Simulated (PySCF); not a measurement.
System: C₄HFNPS (SMILES N#Cc1scpc1F).

```yaml
atoms:
  - { symbol: N, position_ang: [-3.0407, -1.0908, -0.1097] }
  - { symbol: C, position_ang: [-1.9542, -0.7273, -0.0696] }
  - { symbol: C, position_ang: [-0.6246, -0.2861, -0.0205] }
  - { symbol: S, position_ang: [0.6589, -1.4335, 0.1345] }
  - { symbol: C, position_ang: [1.8978, -0.2570, 0.1285] }
  - { symbol: P, position_ang: [1.5106, 1.4013, -0.0076] }
  - { symbol: C, position_ang: [-0.2186, 1.0244, -0.0859] }
  - { symbol: F, position_ang: [-1.1178, 2.0079, -0.2079] }
  - { symbol: H, position_ang: [2.9021, -0.6328, 0.2132] }
```

Geometry: GFN2-xTB.

Computed with PBE0/pcSseg-1, SCF density, gas phase, non-relativistic in PySCF 2.14.0.

> What can the converged electron density and electron localisation function tell about the bonding?

C–N (1.15 Å): ρ at the midpoint is about 3.6 e/Å³; the ELF peaks at about 0.85 between the atoms; a short, multiple covalent bond.
C–F (1.34 Å): the density is about 2.3 e/Å³ at the midpoint; the ELF peaks at about 0.85 between the atoms, as expected for a shared but strongly polarised pair.
C–C (1.37 Å): the density is about 2.1 e/Å³ at the midpoint; the ELF peaks at about 0.95 between the atoms, as expected for localised, covalent bonding.
C–P (1.71 Å): ρ is about 1.3 e/Å³ halfway; the ELF peaks at about 0.90 between the atoms (a covalent bond).

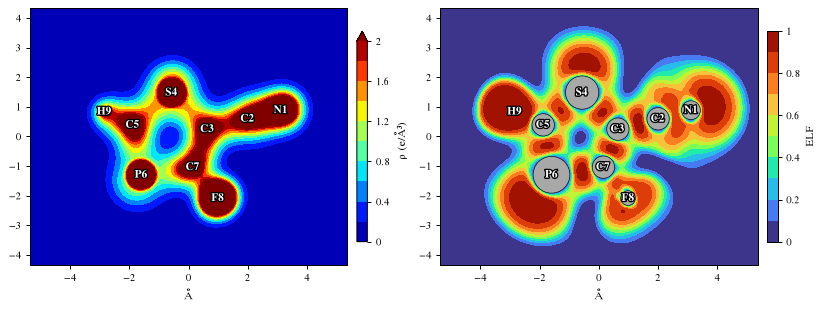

Computed electron density and electron localisation function on the molecular plane, in this order. Grey discs cover the atomic cores in the ELF map. 
